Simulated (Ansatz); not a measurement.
```
atom    x (Å)    y (Å)    z (Å)
  Si   0.0576  -0.0089   0.0862
   H   0.3608   0.0105   1.5054
   H   1.4986  -0.0129  -0.0506
   O  -0.6072   1.3415  -0.5939
   H  -1.5712   1.3620  -0.6605
   O  -0.8159  -1.3383  -0.3970
   H  -0.9181  -2.0502   0.2490
```

Not at a stationary point (largest force 1.9 eV/Å).

All numbers below come from RKS B3LYP-D4/def2-SVP in Ansatz 0.2.0.

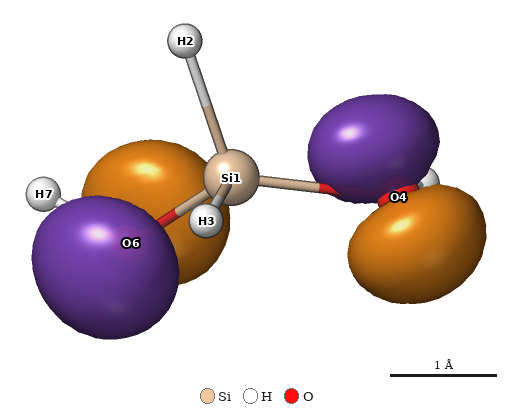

H$_{4}$O$_{2}$Si. The HOMO−1 at ±0.2 Å⁻³ᐟ² (orange and purple are the two phases), seen from one side.

Question: Where does this orbital lie, and at what energy?

Answer: It lies mainly on O6 (about 50 %) and O4 (about 35 %); largely a combination of lone pairs on O6 and O4. Its energy is −9.14 eV.
